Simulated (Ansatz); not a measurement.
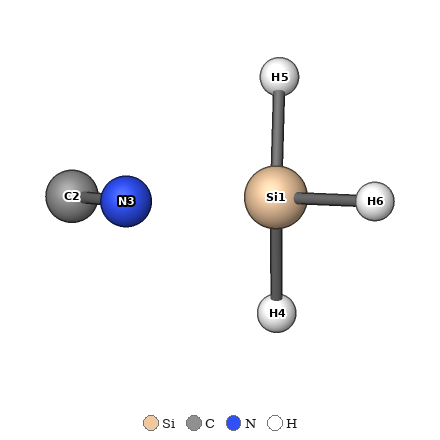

The system is the reacting system CH3NSi (one molecule; an intramolecular 1,2-shift); the picture shows the reference structure. Coordinates scanned: (1) distance Si1–N3 (bond that forms); (2) distance Si1–C2 (bond that breaks). Relaxed at each point: all other coordinates. The scan uses a 12 × 12 grid. Points are written as (first, second). Energies are in kJ/mol, from the lowest grid point. Energies and slopes of some neighbouring points disagree (a jump in structure or state, or too coarse a mesh). The reference is spin-restricted, so regions where a bond is pulled apart into radicals lie too high. Method: Ansatz, RKS r2SCAN-D4/def2-SVP.

Its coordinates:

```xyz
6

Si   -0.3569    0.1754    0.3359
C     0.7351   -0.3385   -1.5345
N     1.4595   -0.7359   -0.6769
H    -0.4546    1.6423    0.1554
H    -1.6178   -0.5570    0.0753
H     0.2347   -0.1865    1.6449
```

Range: distance Si1–N3 (bond that forms) from 1.638 to 3.438 Å; distance Si1–C2 (bond that breaks) from 1.683 to 3.183 Å.

Q: What will the energy surface look like?

A: The lowest grid point is at (3.039 Å, 1.861 Å). Other grid points that lie below all their neighbours: (1.728 Å, 2.850 Å) (29 kJ/mol higher). The highest grid point, (3.438 Å, 1.683 Å), lies 709 kJ/mol above the lowest.

```tsv
second ↓, first →	1.638	1.728	1.852	1.993	2.146	2.310	2.482	2.661	2.847	3.039	3.236	3.438
3.183	368	242	114	66	125	187	243	291	329	356	373	380
3.015	168	66	32	76	132	189	241	284	316	337	347	348
2.850	43	29	47	87	137	189	235	271	296	309	312	307
2.690	59	48	61	96	141	186	225	252	268	273	269	259
2.536	81	66	74	103	141	179	208	226	233	230	219	203
2.386	104	85	87	109	138	166	185	193	190	179	162	141
2.243	122	104	99	113	132	149	157	155	144	125	103	85
2.107	144	124	112	116	124	130	127	116	97	73	44	153
1.979	174	148	127	121	119	114	102	82	56	27	51	290
1.861	214	177	149	133	122	108	88	61	30	0	166	443
1.758	264	216	180	157	139	118	92	59	23	71	315	591
1.683	306	258	218	190	167	142	110	74	37	179	445	709
```

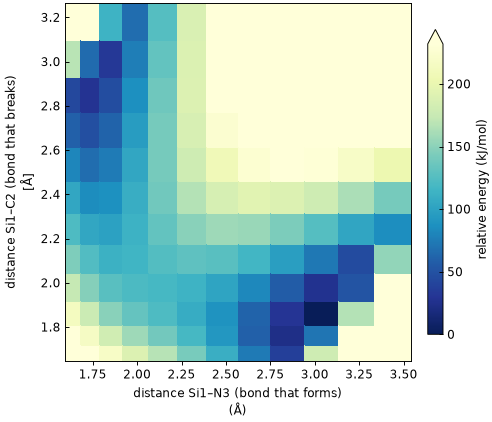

In the figure: one coloured cell a grid point, one colour for all values above the top of the scale.

Time for the 144 points that were run: 11 min on 1 thread of Arm Neoverse V2 (shared host).
